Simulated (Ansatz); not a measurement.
System: RbAsS$_{3}$.

```yaml
crystal:
  lattice:
    - [-3.44328, 3.44328, 4.86945]
    - [3.44328, -3.44328, 4.86945]
    - [3.44328, 3.44328, -4.86945]
  atoms:
    - { symbol: Rb, position: [0.75000, 0.25000, 0.50000] }
    - { symbol: Rb, position: [0.25000, 0.75000, 0.50000] }
    - { symbol: As, position: [0.00000, 0.00000, 0.00000] }
    - { symbol: As, position: [0.50000, 0.50000, 0.00000] }
    - { symbol: S, position: [0.75002, 0.25002, 0.00004] }
    - { symbol: S, position: [0.25002, 0.24998, 0.50000] }
    - { symbol: S, position: [0.74998, 0.75002, 0.50000] }
    - { symbol: S, position: [0.24998, 0.74998, 0.99996] }
    - { symbol: S, position: [0.75000, 0.75000, 0.00000] }
    - { symbol: S, position: [0.25000, 0.25000, 0.00000] }
```

Space group Pm-3m; a structure from a database of computed crystals, not necessarily the ambient phase; started from the SrTiO3-140 prototype, which need not be the ambient phase.

All numbers below come from DFT, r2SCAN+rVV10, plane waves, PAW in Ansatz.

Q: What will maps of the valence pseudo-density and electron localisation function show?

A: As–S (2.43 Å): the density is about 0.5 e/Å³ at the midpoint; the ELF peaks at about 0.75 between the atoms.
Rb–S (3.44 Å): ρ at the midpoint is about 0.07 e/Å³; the ELF peaks at about 0.90 in the valence shell of S, 0.9 Å from its nucleus, and drops to about 0.05 between the two atoms: an ionic contact with no shared pair.

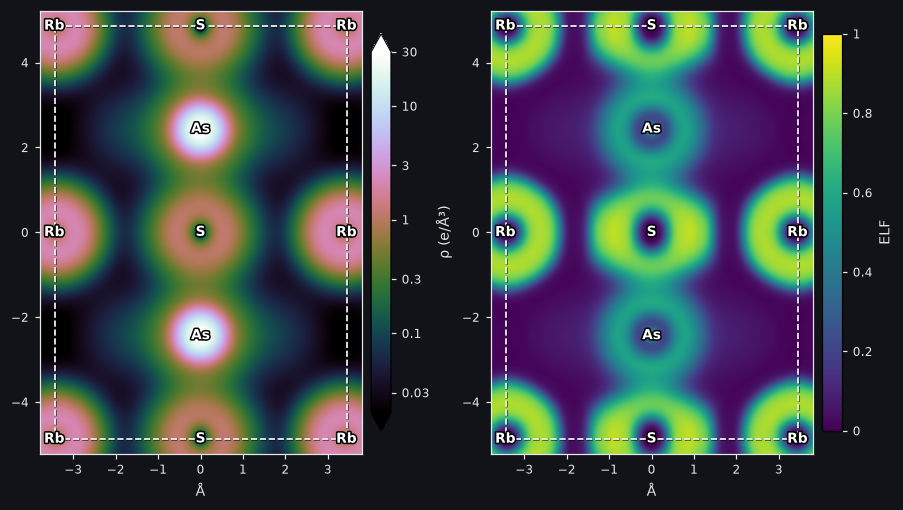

Computed valence pseudo-density and electron localisation function on the (110) plane of the calculation cell, in this order. 

In a PAW calculation such maps are meaningful between the atoms, not at the nuclei.
